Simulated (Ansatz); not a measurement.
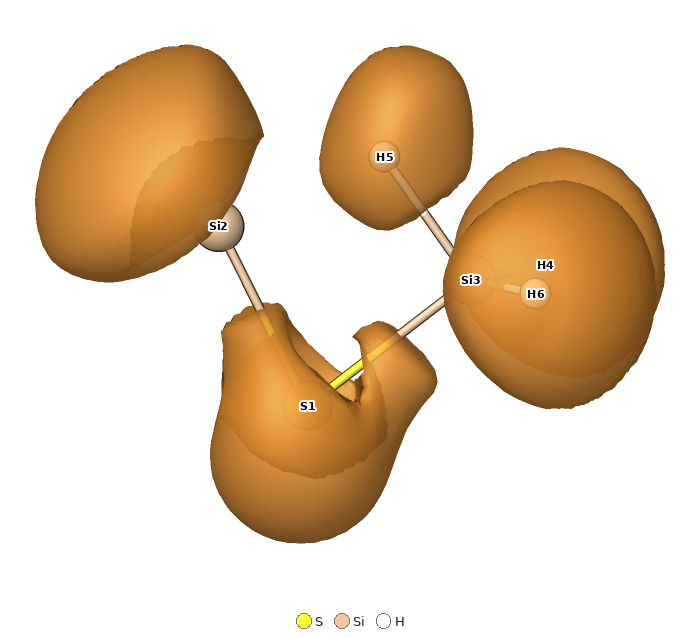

The picture shows: H$_{3}$SSi$_{2}$ (charge +1). Isosurface of the ELF at 0.8 (orange), seen at a tilt. Core shells and regions of very low density are left out.

Geometry: B3LYP-D3(BJ)/def2-SVP.

The calculation used Ansatz 0.2.0, isolated molecule in a Gaussian basis; Kohn-Sham density functional theory, functional PBE0.

```tsv
atom	x (Å)	y (Å)	z (Å)
S	-1.1942	-1.2249	2.2527
Si	-2.7821	-1.4614	0.8866
Si	-0.3083	-0.4681	0.4169
H	0.7200	-1.3660	-0.1401
H	-1.6261	-0.7352	-0.4224
H	-0.1201	0.9943	0.4276
```

What do the ELF domains correspond to?

The surface consists of three regions around hydrogen nuclei, one region on S in which the atom's valence shell and bonds are merged and one lobe on Si, pointing away from the bonds (lone pairs). Along the contacts the grid gives the following. Si–S (2.11 Å): the ELF peaks at about 0.85 between the atoms; a shared electron pair. Si–H (1.47 Å): the ELF climbs to about 1 towards the hydrogen, as it does in any bond to H.
